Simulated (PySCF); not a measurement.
```yaml
atoms:
  - { symbol: Co, position_ang: [0.0000, 0.0000, -0.0258] }
  - { symbol: H, position_ang: [0.0000, 0.0000, 1.5072] }
```

Computed with PBE0/def2-TZVP, non-relativistic Hamiltonian with scalar-relativistic core potentials where named, at a bond length of 1.533 Å in PySCF.

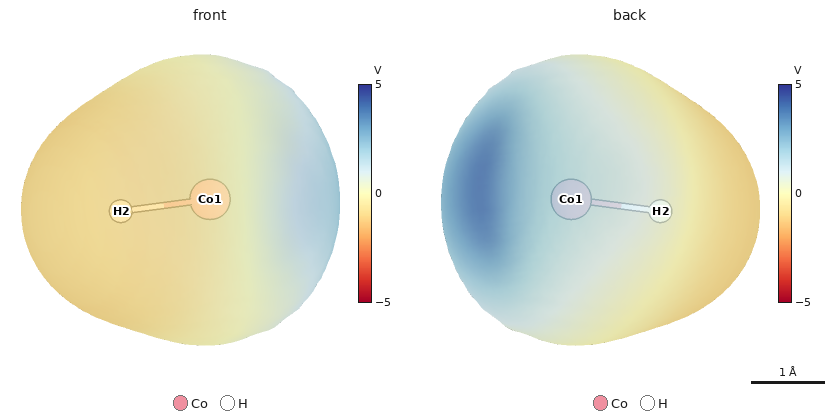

CoH (triplet). The electrostatic potential painted on the density surface at 0.002 e/bohr³, seen from the front and from behind; the colour scale runs from red (negative) to blue (positive).

Q: Where is the surface potential most negative and most positive?

A: The most negative region (about −1.0 V) lies over H2, the most positive (about +4.0 V) over Co1.
